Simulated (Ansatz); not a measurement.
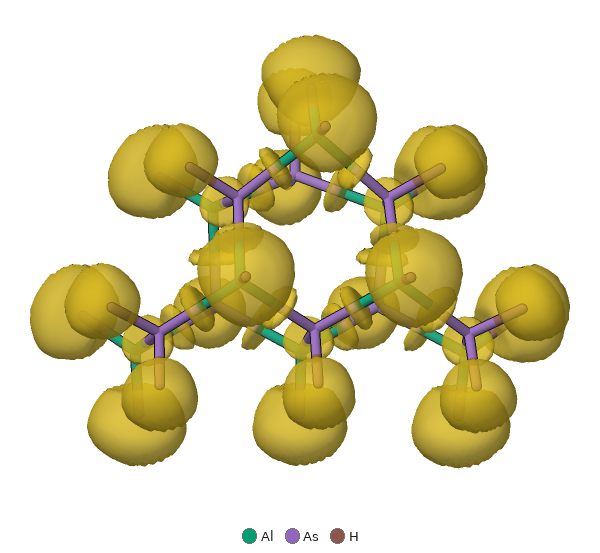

Al$_{8}$As$_{8}$H$_{22}$ (Al8As8 wurtzite off sphere). Isosurface of the electron localisation function at 0.85 (yellow), seen across its widest extent. Only the valence region is drawn (cores and ρ < 0.01 e/Å³ removed).

Geometry: PBE-D4/def2-SVP.

Method: Ansatz 0.2.0, RKS PBE0-D4/def2-SVP.

Input file:

```
crystal:
  periodic: [false, false, false]
  atoms:
    - {symbol: Al, position_ang: [0.534121, -4.508214, -1.463359]}
    - {symbol: As, position_ang: [0.509256, -4.230309, 1.080516]}
    - {symbol: As, position_ang: [0.543090, -2.038790, -1.961245]}
    - {symbol: Al, position_ang: [-1.558007, -0.897421, -1.281453]}
    - {symbol: Al, position_ang: [0.535508, -2.011675, 2.251715]}
    - {symbol: As, position_ang: [-1.377961, -0.796167, 1.222583]}
    - {symbol: As, position_ang: [-1.494381, 1.493605, -1.958621]}
    - {symbol: Al, position_ang: [-3.634014, 2.725159, -1.457421]}
    - {symbol: Al, position_ang: [-1.471940, 1.467608, 2.254335]}
    - {symbol: As, position_ang: [-3.408534, 2.553523, 1.085938]}
    - {symbol: Al, position_ang: [2.658629, -1.002559, -1.195942]}
    - {symbol: As, position_ang: [2.450861, -0.780561, 1.273648]}
    - {symbol: As, position_ang: [2.389574, 1.379808, -1.960559]}
    - {symbol: Al, position_ang: [0.462520, 2.804880, -1.193293]}
    - {symbol: Al, position_ang: [2.754609, 1.588048, 2.111584]}
    - {symbol: As, position_ang: [0.551514, 2.511343, 1.275954]}
    - {symbol: H, position_ang: [-0.872638, -5.161990, -1.859531]}
    - {symbol: H, position_ang: [1.962455, -5.139410, -1.820978]}
    - {symbol: H, position_ang: [-0.657225, -5.010648, 1.677074]}
    - {symbol: H, position_ang: [1.627896, -5.057421, 1.704855]}
    - {symbol: H, position_ang: [0.580670, -1.918122, -3.484090]}
    - {symbol: H, position_ang: [-2.882504, -1.660828, -1.745238]}
    - {symbol: H, position_ang: [0.493685, -2.129715, 3.843084]}
    - {symbol: H, position_ang: [-2.621902, -1.514144, 1.739678]}
    - {symbol: H, position_ang: [-1.372211, 1.467314, -3.481587]}
    - {symbol: H, position_ang: [-4.906392, 1.840476, -1.859380]}
    - {symbol: H, position_ang: [-3.460186, 4.278777, -1.807497]}
    - {symbol: H, position_ang: [-1.593574, 1.488967, 3.845845]}
    - {symbol: H, position_ang: [-4.665557, 1.925396, 1.678274]}
    - {symbol: H, position_ang: [-3.572068, 3.932284, 1.716425]}
    - {symbol: H, position_ang: [4.012071, -1.662687, -1.726203]}
    - {symbol: H, position_ang: [3.674158, -1.539575, 1.782454]}
    - {symbol: H, position_ang: [2.356543, 1.361997, -3.486918]}
    - {symbol: H, position_ang: [3.701414, 2.136145, -1.785652]}
    - {symbol: H, position_ang: [0.568983, 4.307452, -1.722120]}
    - {symbol: H, position_ang: [2.767921, 1.594399, 3.712372]}
    - {symbol: H, position_ang: [3.906846, 2.253445, 1.208157]}
    - {symbol: H, position_ang: [0.506768, 3.949623, 1.786607]}
basis:
  gaussian: {orbitals: def2-SVP, fitting: {mean_field: def2-universal-jkfit}, initial_orbitals: start.molden}
hamiltonian: {xc: pbe0, dispersion: d4}
scf: {omitted_lower_state_checks: [starts]}
output: {forces: true, orbitals: {seedname: orbitals}}
```

Run with:

```sh
ansatz run in.yaml --threads 2 --pin off --events-out ev --progress --plain --max-ram 20480MiB --backend cuda --devices 0, --max-vram 18GiB
```

> Identify the bonds, lone pairs and shells in this picture.

The ELF exceeds this value in 21 regions between bonded Al–As atoms (shared pairs) and 22 regions around hydrogen nuclei.

Values along the shortest contacts:
Al–As (2.48 Å): the ELF peaks at about 0.95 between the atoms; localised, covalent bonding. As–H (1.52 Å): the ELF climbs to about 1 towards the hydrogen, as it does in any bond to H.
